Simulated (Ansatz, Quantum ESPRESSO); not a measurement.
## Mode couplings of AlRh in the L11 ordering in a second program

Aim: mode couplings and λ of AlRh in the L11 ordering by double-delta sums in Quantum ESPRESSO. The first relaxation steps of the session are not shown, so no cell shown is the starting entry, unless a step says so.

Main program and level: Ansatz 0.2.0 and Quantum ESPRESSO 7.5; DFT PBEsol, scalar-relativistic, plane waves, PAW, in the first sound run; inputs show where later runs differ.

The structure was built from a prototype and need not be the compound's stable phase.

**1. The cell after earlier relaxation steps**

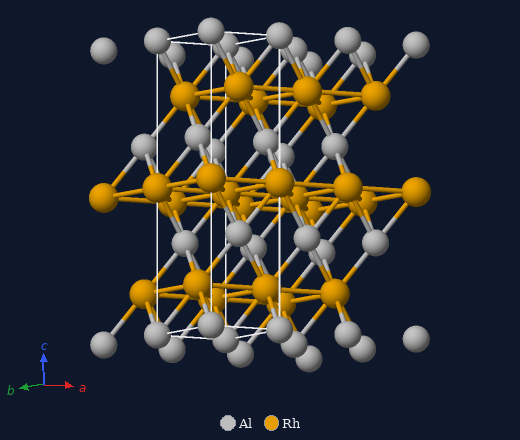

Start, viewed from a free direction; aluminium light grey, rhodium orange. 3×2×1 cells are drawn. This picture shows the conventional cell, with its axes. Bonds to atoms that aren't drawn are left out. Some periodic images of atoms are drawn too.

**2. Tight relaxation**

Residual forces and stress shift phonon frequencies, so the cell is relaxed again, with tight thresholds and the mesh and smearing of this input. Earlier relaxation steps are not shown.

input.yaml reads:

```yaml
crystal:
  lattice:
    - [3.6196383979, 1.6118425199, 1.6118425199]
    - [1.6118425199, 3.6196383979, 1.6118425199]
    - [1.6118425199, 1.6118425199, 3.6196383979]
  atoms:
    - { symbol: Al, position: [0.0, 0.0, 0.0] }
    - { symbol: Rh, position: [0.5, 0.5, 0.5] }
kpoints:
  mp_grid: { grid: [12, 12, 12] }
hamiltonian:
  xc: pbesol
scf:
  occupations: { method: methfessel_paxton, width: 0.2 }
output:
  forces: true
  stress: true
  eigenvalues: true
relax:
  adjacent_minimum: "off"
  f_tol: 0.001
  max_steps: 60
  cell: { stress_tol: 0.01 }
```

Started as:

```bash
$ ansatz run input.yaml --threads 4 --pin off --max-ram 8192MiB --backend cpu --events-out ev --progress --plain --runs-dir out
```

Numbers of over 12 decimals in the logs are rounded to 6 here.

Log:

```text
[the first part of the log is left out]
  E_xc         = -261.728451
  E_vxc        = -309.357730  (∫ρ·V_xc dr)
  E_paw        = -3979.562274  (= ΣΔE_a)
  E_vpaw       = -276.813890  (= ΣTr[D̂ρ^β])
  E_aug_tail   = 0.000848  (compensation charges beyond the density's cutoff)
  E_ewald      = -2139.903037
  E_core_change = 0.295339  (= ΣΔE_core)
  E_smearing   = -0.003147  (= −TS)
  E_closure    = 0.000000  (closes the sum)
  Σ components = -6864.690799   (vs F -6864.690799, Δ=0.00e0)
--- Forces (eV/Å), atoms counted from 1 ---
  atom   1  Al    -0.00000000    -0.00000000    -0.00000000
  atom   2  Rh     0.00000000     0.00000000    -0.00000000
  max |Σ_I F_I| component: 5.39e-28 eV/Å
--- Stress (GPa, compression-positive) ---
        0.001538       0.001170       0.001170
        0.001170       0.001538       0.001170
        0.001170       0.001170       0.001538
  P = ⅓ Tr σ = 0.0015 GPa (0.015 kbar)
--- Band table (eV; the first three rows and the last of 189) ---
  k-point 0: bands = ["-62.6128", "-30.5430", "-30.3966", "-30.3966", "5.3896", "10.8995", "13.1529", "13.1529", "14.4769", "14.4769", "14.9047", "20.9002", "28.1520", "28.1520"]
  k-point 1: bands = ["-62.6103", "-30.5399", "-30.4193", "-30.4021", "5.5780", "11.0486", "13.0053", "13.3019", "13.6727", "14.4210", "15.8029", "20.9816", "26.5199", "27.5800"]
  k-point 2: bands = ["-62.6033", "-30.5317", "-30.4809", "-30.4171", "6.1294", "11.3983", "12.6296", "12.9386", "13.7237", "14.2770", "16.8271", "21.2350", "23.9617", "26.8383"]
  k-point 188: bands = ["-62.6127", "-30.5487", "-30.3969", "-30.3969", "7.2980", "8.9500", "12.6171", "13.1398", "13.1398", "14.6225", "14.6225", "24.8621", "27.8543", "27.8543"]
--- Relaxed structure (3 steps of the walk, 3 accepted, 1 SCFs on fresh bases) ---
  F+E_penalty+E_count = -6864.69079894 eV   max|allowed force component| = 2.690e-28 eV/Å   (the final SCF, on the basis selected at the relaxed cell)
  cell:  # Å, volume = 27.5839 Å³
    - [3.619607, 1.611957, 1.611957]
    - [1.611957, 3.619607, 1.611957]
    - [1.611957, 1.611957, 3.619607]
  atoms:
    - { symbol: Al, position: [0, 0, 0] }
    - { symbol: Rh, position: [0.500000, 0.500000, 0.500000] }
```

Wall time 4.6 s (4 threads of Arm Neoverse V1, shared host); peak memory 0.38 GiB; 16 s of CPU time.

Little changed from the start: no atom moved by 0.005 Å and no cell edge by 0.1 %.

Numbers from this step:

```yaml
pressure: 0.001538 GPa
volume_per_atom: 13.79 Å³
metallic_on_mesh: yes
gap_on_the_k_mesh: 0 eV
```

The largest force is now zero by symmetry and the largest stress component 0.0015 GPa.

**3. Second program, ground state**

ph.x needs a tightly converged ground state on the same k mesh; the cell is that of the step before.

This step: DFT PBEsol, scalar-relativistic, plane waves, GBRV ultrasoft pseudopotentials (Quantum ESPRESSO 7.5).

pw.in reads:

```
&CONTROL
  calculation = 'scf'
  prefix      = 'x'
  outdir      = './tmp'
  pseudo_dir  = './pseudo'
  tprnfor     = .true.
  tstress     = .true.
/
&SYSTEM
  ibrav       = 0
  nat         = 2
  ntyp        = 2
  ecutwfc     = 45.0
  ecutrho     = 360.0
  occupations = 'smearing'
  smearing    = 'mv'
  degauss     = 0.01469973
  nbnd        = 18
/
&ELECTRONS
  conv_thr    = 1.0d-11
  mixing_beta = 0.5
/
ATOMIC_SPECIES
 Al     26.9815  Al.upf
 Rh    102.9055  Rh.upf
CELL_PARAMETERS angstrom
     3.619607364    1.611956681    1.611956681
     1.611956681    3.619607364    1.611956681
     1.611956681    1.611956681    3.619607364
ATOMIC_POSITIONS crystal
 Al     0.000000000   0.000000000   0.000000000
 Rh     0.500000000   0.500000000   0.500000000
K_POINTS automatic
 8 8 8 0 0 0
```

Started as:

```bash
$ OMP_NUM_THREADS=1 mpirun -n 4 pw.x -nk 4 -in pw.in > pw.x.log
```

Log:

```text
Program PWSCF v.7.5

     This program is part of the open-source Quantum ESPRESSO suite
     for quantum simulation of materials; please cite
         "P. Giannozzi et al., J. Phys.:Condens. Matter 21 395502 (2009);
         "P. Giannozzi et al., J. Phys.:Condens. Matter 29 465901 (2017);
         "P. Giannozzi et al., J. Chem. Phys. 152 154105 (2020);
     in publications or presentations arising from this work. More details at

     Message from routine setup:
     using ibrav=0 with symmetry is DISCOURAGED, use correct ibrav instead

     G-vector sticks info
     --------------------
     sticks:   dense  smooth     PW     G-vecs:    dense   smooth      PW
     Sum        1183     591    201                21525     7609    1555

     Using Slab Decomposition

     bravais-lattice index     =            0
     lattice parameter (alat)  =       8.0836  a.u.
     unit-cell volume          =     186.1455 (a.u.)^3
     number of atoms/cell      =            2
     number of atomic types    =            2
     number of electrons       =        18.00
     number of Kohn-Sham states=           18
     kinetic-energy cutoff     =      45.0000  Ry
     charge density cutoff     =     360.0000  Ry
     scf convergence threshold =      1.0E-11
     mixing beta               =       0.5000
     number of iterations used =            8  plain     mixing
     Exchange-correlation= SLA  PW   PSX  PSC
                           (   1   4  10   8   0   0   0)

     celldm(1)=   8.083604  celldm(2)=   0.000000  celldm(3)=   0.000000
     celldm(4)=   0.000000  celldm(5)=   0.000000  celldm(6)=   0.000000

     crystal axes: (cart. coord. in units of alat)
               a(1) = (   0.846165   0.376832   0.376832 )
               a(2) = (   0.376832   0.846165   0.376832 )
               a(3) = (   0.376832   0.376832   0.846165 )

     reciprocal axes: (cart. coord. in units 2 pi/alat)
               b(1) = (  1.628808 -0.501871 -0.501871 )
               b(2) = ( -0.501871  1.628808 -0.501871 )
               b(3) = ( -0.501871 -0.501871  1.628808 )

     PseudoPot. # 1 for Al read from file:
     ./pseudo/Al.upf
     Pseudo is Ultrasoft + core correction, Zval =  3.0
     Using radial grid of  893 points,  3 beta functions with:
                l(1) =   0
                l(2) =   1
                l(3) =   2
     Q(r) pseudized with  8 coefficients,  rinner =    0.900   0.900   0.900
                                                       0.900   0.900

     PseudoPot. # 2 for Rh read from file:
     ./pseudo/Rh.upf
     Pseudo is Ultrasoft + core correction, Zval = 15.0
     Using radial grid of  969 points,  7 beta functions with:
                l(1) =   0
                l(2) =   0
                l(3) =   1
                l(4) =   1
                l(5) =   2
                l(6) =   2
                l(7) =   2
     Q(r) pseudized with  8 coefficients,  rinner =    1.200   1.200   1.200
                                                       1.200   1.200

     atomic species   valence    mass     pseudopotential
     Al                3.00    26.98150     Al( 1.00)
     Rh               15.00   102.90550     Rh( 1.00)

     12 Sym. Ops., with inversion, found

   Cartesian axes

     site n.     atom                  positions (alat units)
         1        Al     tau(   1) = (   0.0000000   0.0000000   0.0000000  )
         2        Rh     tau(   2) = (   0.7999143   0.7999143   0.7999143  )

     number of k points=    65  Marzari-Vanderbilt smearing, width (Ry)=  0.0147
                       cart. coord. in units 2pi/alat
        k(    1) = (   0.0000000   0.0000000   0.0000000), wk =   0.0039062
        k(    2) = (  -0.0627338  -0.0627338   0.2036010), wk =   0.0234375
        k(    3) = (  -0.1254677  -0.1254677   0.4072021), wk =   0.0234375
        k(    4) = (  -0.1882015  -0.1882015   0.6108031), wk =   0.0234375
        k(    5) = (   0.2509353   0.2509353  -0.8144041), wk =   0.0117188
        k(    6) = (  -0.1254677   0.1408672   0.1408672), wk =   0.0234375
        k(    7) = (  -0.1882015   0.0781334   0.3444682), wk =   0.0468750
        k(    8) = (  -0.2509353   0.0153995   0.5480693), wk =   0.0468750
        k(    9) = (   0.1882015   0.4545364  -0.8771380), wk =   0.0468750
        k(   10) = (   0.1254677   0.3918025  -0.6735369), wk =   0.0468750
        k(   11) = (   0.0627338   0.3290687  -0.4699359), wk =   0.0468750
        k(   12) = (   0.0000000   0.2663349  -0.2663349), wk =   0.0234375
        k(   13) = (  -0.2509353   0.2817344   0.2817344), wk =   0.0234375
        k(   14) = (  -0.3136691   0.2190006   0.4853354), wk =   0.0468750
        k(   15) = (   0.1254677   0.6581374  -0.9398718), wk =   0.0468750
        k(   16) = (   0.0627338   0.5954036  -0.7362708), wk =   0.0468750
[...]
k(   58) = (   0.7836050  -0.8144041  -0.2817344), wk =   0.0234375
        k(   59) = (   0.7836050  -0.5480693  -0.5480693), wk =   0.0234375
        k(   60) = (   0.2344001   0.2344001   0.2344001), wk =   0.0078125
        k(   61) = (   0.6735369   0.6735369  -1.1908071), wk =   0.0234375
        k(   62) = (   0.6108031   0.6108031  -0.9872061), wk =   0.0234375
        k(   63) = (   1.1126737  -0.7516703  -0.7516703), wk =   0.0234375
        k(   64) = (   1.0499399  -0.8144041  -0.5480693), wk =   0.0234375
        k(   65) = (  -0.3125335  -0.3125335  -0.3125335), wk =   0.0039062

     Dense  grid:    21525 G-vectors     FFT dimensions: (  50,  50,  50)

     Smooth grid:     7609 G-vectors     FFT dimensions: (  36,  36,  36)

     Initial potential from superposition of free atoms

     starting charge      17.4976, renormalised to      18.0000

     negative rho (up, down):  5.411E-02 0.000E+00
     Starting wfcs are   16 randomized atomic wfcs +    2 random wfcs

     per-process dynamical memory:    29.2 Mb

     Self-consistent Calculation

     iteration #  1     ecut=    45.00 Ry     beta= 0.50
     Davidson diagonalization with overlap
     ethr =  1.00E-02,  avg # of iterations =  5.6

     negative rho (up, down):  5.742E-02 0.000E+00

     total energy              =    -177.34506722 Ry
     estimated scf accuracy    <       1.22686379 Ry

     iteration #  2     ecut=    45.00 Ry     beta= 0.50
     Davidson diagonalization with overlap
     ethr =  6.82E-03,  avg # of iterations =  2.0

     negative rho (up, down):  5.580E-02 0.000E+00

     total energy              =    -177.64528349 Ry
     estimated scf accuracy    <       2.21175297 Ry

     iteration #  3     ecut=    45.00 Ry     beta= 0.50
[...]
33.0970  34.2104

          k =-0.1882-0.1882 0.6108 (   952 PWs)   bands (ev):

   -31.1852 -31.0340 -30.9702   8.1264  10.3707  11.3527  12.7028  13.2735
    14.9910  17.3525  18.9099  22.4784  24.6203  25.3275  25.5743  27.7928
    31.8961  34.0189

          k = 0.2509 0.2509-0.8144 (   958 PWs)   bands (ev):

   -31.2331 -31.0272 -30.9820   9.2465  10.1379  11.6906  11.8070  13.1647
    15.5161  17.3538  18.7640  22.7288  23.2380  25.3086  26.3650  26.7786
    29.5834  34.3400

          k =-0.1255 0.1409 0.1409 (   957 PWs)   bands (ev):

   -31.0672 -30.9504 -30.9129   5.2882  10.6825  12.3238  12.7423  13.0003
    13.9013  15.5445  20.9033  25.0557  26.1588  27.6918  29.7467  30.9568
    33.1091  33.9349

          k =-0.1882 0.0781 0.3445 (   947 PWs)   bands (ev):

   -31.0558 -31.0287 -30.9388   6.1398  11.0890  11.7660  12.2022  13.5457
    13.7505  16.2625  21.7021  22.7496  23.6844  28.1017  29.5987  29.8086
    31.0715  34.8761

          k =-0.2509 0.0154 0.5481 (   948 PWs)   bands (ev):

   -31.1340 -31.0393 -30.9794   7.6208  10.7922  11.7396  12.1739  13.0896
    14.7426  17.0580  19.2742  22.3939  23.7547  26.2254  26.9360  29.1741
    32.7513  33.9945

          k = 0.1882 0.4545-0.8771 (   953 PWs)   bands (ev):

[...]
29.9988  36.2238

          k = 0.1255 0.3918-0.6735 (   951 PWs)   bands (ev):

[...]
31.4929  36.0200

          k = 0.0627 0.3291-0.4699 (   951 PWs)   bands (ev):

[...]
33.3394  35.2901

          k = 0.0000 0.2663-0.2663 (   953 PWs)   bands (ev):

[...]
31.2070  34.6444

          k =-0.2509 0.2817 0.2817 (   954 PWs)   bands (ev):

[...]
33.3436  34.6540

          k =-0.3137 0.2190 0.4853 (   950 PWs)   bands (ev):

[...]
33.0434  34.6449

          k = 0.1255 0.6581-0.9399 (   948 PWs)   bands (ev):

[...]
k = 0.0627 0.5954-0.7363 (   941 PWs)   bands (ev):

[...]
k = 0.0000 0.5327-0.5327 (   944 PWs)   bands (ev):

[...]
k =-0.3764 0.4226 0.4226 (   953 PWs)   bands (ev):

[...]
k = 0.0627 0.8617-1.0026 (   951 PWs)   bands (ev):

[...]
k = 0.0000 0.7990-0.7990 (   946 PWs)   bands (ev):

[...]
k = 0.5019-0.5635-0.5635 (   948 PWs)   bands (ev):

[...]
k = 0.0781 0.0781 0.0781 (   952 PWs)   bands (ev):

[...]
k = 0.0154 0.0154 0.2817 (   949 PWs)   bands (ev):

[...]
k =-0.0473-0.0473 0.4853 (   949 PWs)   bands (ev):

[...]
k = 0.3918 0.3918-0.9399 (   943 PWs)   bands (ev):

[...]
k = 0.3291 0.3291-0.7363 (   952 PWs)   bands (ev):

[...]
k = 0.2663 0.2663-0.5327 (   958 PWs)   bands (ev):

[...]
k = 0.2036 0.2036-0.3291 (   955 PWs)   bands (ev):

[...]
k =-0.0473 0.2190 0.2190 (   951 PWs)   bands (ev):

[...]
k =-0.1101 0.1563 0.4226 (   950 PWs)   bands (ev):

[...]
k = 0.3291 0.5954-1.0026 (   946 PWs)   bands (ev):

[...]
k = 0.2663 0.5327-0.7990 (   948 PWs)   bands (ev):

[...]
k =-0.1728 0.3599 0.3599 (   951 PWs)   bands (ev):

[...]
k = 0.7055-0.6262-0.6262 (   953 PWs)   bands (ev):

[...]
k = 0.6427-0.6889-0.4226 (   950 PWs)   bands (ev):

[...]
k = 0.5800-0.7517-0.2190 (   947 PWs)   bands (ev):

[...]
k = 0.5173-0.8144-0.0154 (   938 PWs)   bands (ev):

[...]
k = 0.5800-0.4853-0.4853 (   951 PWs)   bands (ev):

[...]
k = 0.5173-0.5481-0.2817 (   950 PWs)   bands (ev):

[...]
k = 0.4545-0.3445-0.3445 (   955 PWs)   bands (ev):

[...]
k = 0.1563 0.1563 0.1563 (   943 PWs)   bands (ev):

[...]
k = 0.0935 0.0935 0.3599 (   950 PWs)   bands (ev):

[...]
k = 0.5327 0.5327-1.0653 (   951 PWs)   bands (ev):

[...]
k = 0.4699 0.4699-0.8617 (   950 PWs)   bands (ev):

[...]
k = 0.4072 0.4072-0.6581 (   958 PWs)   bands (ev):

[...]
k = 0.0308 0.2971 0.2971 (   951 PWs)   bands (ev):

[...]
k = 0.4699 0.7363-1.1281 (   944 PWs)   bands (ev):

[...]
k = 0.4072 0.6735-0.9245 (   944 PWs)   bands (ev):

[...]
k = 0.3445 0.6108-0.7209 (   949 PWs)   bands (ev):

[...]
k = 0.9091-0.6889-0.6889 (   950 PWs)   bands (ev):

[...]
k = 0.8463-0.7517-0.4853 (   945 PWs)   bands (ev):

[...]
k = 0.7836-0.8144-0.2817 (   946 PWs)   bands (ev):

[...]
31.7398  33.2515

          k = 0.7836-0.5481-0.5481 (   942 PWs)   bands (ev):

[...]
32.0132  33.6486

          k = 0.2344 0.2344 0.2344 (   946 PWs)   bands (ev):

[...]
32.2286  32.8358

          k = 0.6735 0.6735-1.1908 (   948 PWs)   bands (ev):

[...]
31.1271  32.0343

          k = 0.6108 0.6108-0.9872 (   952 PWs)   bands (ev):

   -31.0685 -31.0541 -30.9418   7.6371  10.0123  12.0774  12.3609  13.6131
    13.7408  13.9978  20.5432  24.5741  25.1264  28.0935  29.8334  30.9140
    31.5701  32.9141

          k = 1.1127-0.7517-0.7517 (   937 PWs)   bands (ev):

   -31.0719 -30.9504 -30.9130   6.9032   8.9762  12.1938  12.3989  12.9789
    13.9196  14.0297  24.1580  25.3681  25.8575  28.8725  30.0060  31.0624
    31.6970  32.1095

          k = 1.0499-0.8144-0.5481 (   948 PWs)   bands (ev):

   -31.0595 -31.0287 -30.9389   7.4439   9.7760  11.9261  12.3662  13.5479
    13.7574  13.8841  22.1389  23.0634  26.8239  28.1561  30.3618  31.0832
    31.5581  31.9714

          k =-0.3125-0.3125-0.3125 (   922 PWs)   bands (ev):

   -31.0793 -30.9011 -30.9011   6.7182   8.4174  12.0948  12.6557  12.6557
    14.1211  14.1211  24.5027  27.4498  27.4498  29.1716  29.1716  30.5553
    30.7798  32.3315

     the Fermi energy is    15.0973 ev

!    total energy              =    -177.92645893 Ry
     estimated scf accuracy    <          8.1E-12 Ry
     smearing contrib. (-TS)   =      -0.00033507 Ry
     internal energy E=F+TS    =    -177.92612386 Ry

     The total energy is F=E-TS. E is the sum of the following terms:
     one-electron contribution =     -62.59127091 Ry
     hartree contribution      =      43.98948638 Ry
     xc contribution           =     -34.19989748 Ry
     ewald contribution        =    -125.12444186 Ry

     convergence has been achieved in  11 iterations

     negative rho (up, down):  5.569E-02 0.000E+00

     Forces acting on atoms (cartesian axes, Ry/au):

     atom    1 type  1   force =    -0.00000000    0.00000000    0.00000000
     atom    2 type  2   force =     0.00000000   -0.00000000   -0.00000000

     Total force =     0.000000     Total SCF correction =     0.000000

     Computing stress (Cartesian axis) and pressure

     negative rho (up, down):  5.569E-02 0.000E+00
          total   stress  (Ry/bohr**3)                   (kbar)     P=        3.22
   0.00002190  -0.00005837  -0.00005837            3.22       -8.59       -8.59
  -0.00005837   0.00002190  -0.00005837           -8.59        3.22       -8.59
  -0.00005837  -0.00005837   0.00002190           -8.59       -8.59        3.22

     Writing all to output data dir ./tmp/x.save/ :
     XML data file, charge density, pseudopotentials, collected wavefunctions

   JOB DONE.
```

Run time: 12 s. Hardware: 4 MPI ranks; 47 s of CPU time.

Numbers from this step:

- pressure: 0.322 GPa

With these potentials, mesh and smearing the cell is at 0.32 GPa.

(Part 1 of 6 ends here.)

[Logs are printed without paths, hosts, clocks, repeated set-up lines and the standing remarks that a program may print on its own settings, such as how far it seeks lower states.]

[Hosts, paths, dates, database ids (printed as entryN), source tags and the programs' standing remarks are cut or masked in the printed files.]
